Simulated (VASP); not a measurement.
Band structure of ZnS (zinc blende). Level of theory: LDA (Ceperley-Alder, Perdew-Zunger) with spin-orbit coupling, VASP's LDA PAW potentials (set 64) (plane waves; VASP 6.6.1).

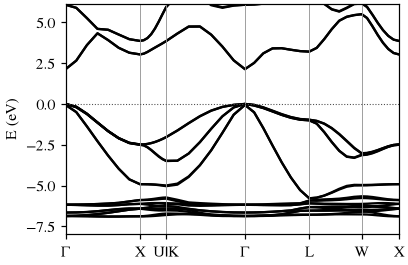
Figure: Bands along high-symmetry lines, zero at the valence-band maximum or, without a gap, the Fermi level

Read the plot: is there a gap, and where are the band edges?

The gap is direct, 2.13 eV, from the valence maximum at Γ to the conduction minimum at Γ.

Measured: gap 3.94 eV (computed value off by -1.81 eV), as given by Wei Chen et al., Physical Review Materials (2018), doi:10.1103/physrevmaterials.2.073803 [zero-point renormalisation of 0.1 eV added back (the table's ZPR column)].

The compound is ZnS in the zinc blende structure. It was relaxed first, which changed the volume by -6 %.
